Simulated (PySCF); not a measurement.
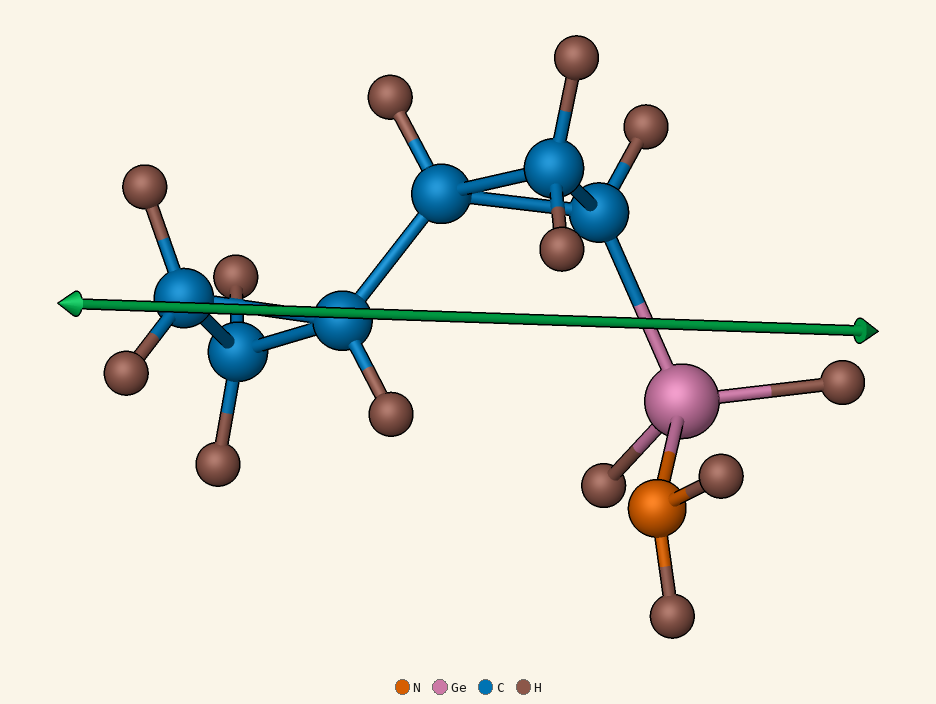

The double arrow shows the direction of the transition dipole to excited singlet state 1 (its length means nothing). The geometry was computed by an optimisation with PBE0-D3(BJ)/def2-SVP. No frequency run is at hand to confirm it as a minimum. Level of theory: TDDFT B3LYP/def2-SVPD, vertical, gas phase, core orbitals frozen in the response (PySCF 2.14.0).

Where does the transition lie, and how strong is it?

Answer. 5.95 eV (208 nm), oscillator strength 0.017, mainly HOMO → LUMO (weight 0.77); transition dipole 0.88 D.
